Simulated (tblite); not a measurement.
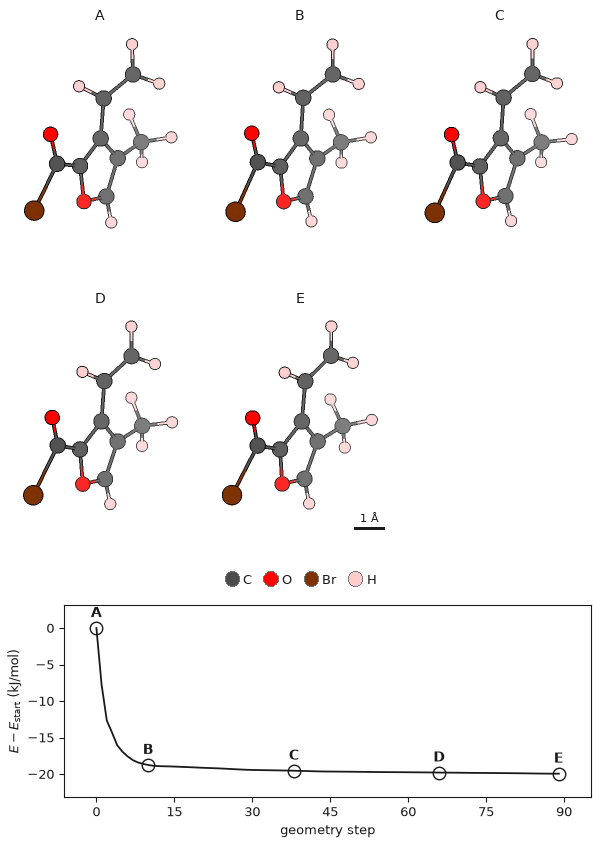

Frames of a relaxation of C8H7BrO2, marked on the history of the run. Style: ball-and-stick. Shown from a free direction.

Computed with GFN2-xTB geometry optimisation, gas phase (tblite). 

Describe the path.

Answer. The atom that moves furthest after the best rigid fit is an H atom (0.41 Å). By element the largest moves are H 0.41 Å, Br 0.24 Å, C 0.15 Å, O 0.09 Å. Among the contacts that change: Br–C 1.917 → 1.978 Å, C–O 1.223 → 1.190 Å, C–O 1.378 → 1.350 Å, C–O 1.356 → 1.329 Å. Among the angles between lasting bonds that change: C–C–Br 118.5° → 111.3°, C–C–O 125.8° → 129.9°, C–C–H 116.1° → 119.6°. Over 89 geometry steps the energy falls by 19.9 kJ/mol. Cost: 1.3 s on 1 thread of Arm Neoverse N1 (shared host). From step 0 to 10: the Br atom moves most (0.11 Å), energy −18.8 kJ/mol. From step 10 to 38: an H atom moves most (0.14 Å), energy −0.78 kJ/mol. From step 38 to 66: an H atom moves most (0.14 Å), energy −0.25 kJ/mol. From step 66 to 89: H atoms move most (0.13 Å), energy −0.15 kJ/mol.
